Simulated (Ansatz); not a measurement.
GaP (zinc blende)

```yaml
crystal:
  lattice:
    - [0.00000, 5.50603, 5.50603]
    - [2.75302, 2.75302, 5.50603]
    - [2.75302, 2.75302, 0.00000]
  atoms:
    - { symbol: P, position: [0.00000, 0.75000, 0.75000] }
    - { symbol: P, position: [0.50000, 0.75000, 0.75000] }
    - { symbol: Ga, position: [0.00000, 0.00000, 0.00000] }
    - { symbol: Ga, position: [0.50000, 0.00000, 0.00000] }
```

A phonon eigenvector at X = (0.5, 0.5, 0.0) is frozen into this cell: atom i moves by Q times the vector below, so Q is the largest atomic displacement, in Å. The cell is held. (q is in reciprocal vectors of the primitive cell; the cell shown is doubled to hold the pattern.)

```tsv
atom	x	y	z
Ga3	0.000	0.000	1.000
Ga4	0.000	0.000	-1.000
```

Atoms not listed stay in place.

The numbers are results of PBE (plane waves to 420 eV, PAW, scalar-relativistic; Ansatz, a program for electronic structure), not measurements. k mesh 10×10×10 (Γ-centred), Fermi-Dirac smearing 0.05 eV. The energy includes the smearing's −TS. Compression counts positive. GaP was relaxed with its symmetry unable to fall. ΔE is measured from the undisplaced structure.

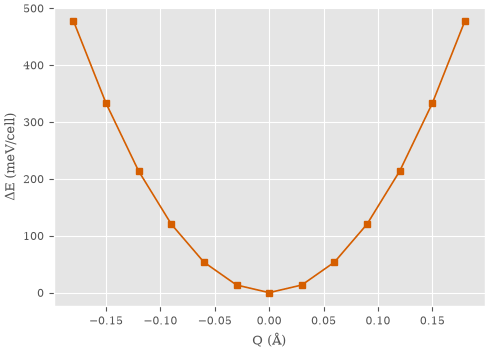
ΔE (meV/cell) against Q (Å); one marker a computed point.

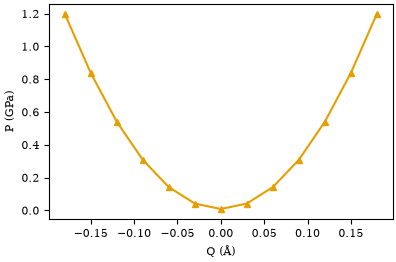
Fig. 1. P (GPa) against Q (Å); computed points joined by lines.

The energy at Q = 0.180 Å is 478 meV/cell. Wavenumber by perturbation theory (DFPT, on another k mesh): 241 cm⁻¹. Harmonic wavenumber from the curvature (finite differences): 241 cm⁻¹. Shape of the curve: a single well with its minimum at or next to zero displacement. Symmetry of the curve: even: the same for both signs.

E″ = 29.82 eV/Å², M = Σ mᵢ|uᵢ|² = 139.4 u, ν̃ = 521.5·√(|E″|/M).

(A displaced cell: forces are minus the slopes of the energy, force constants its curvatures, and phonons follow from these.)
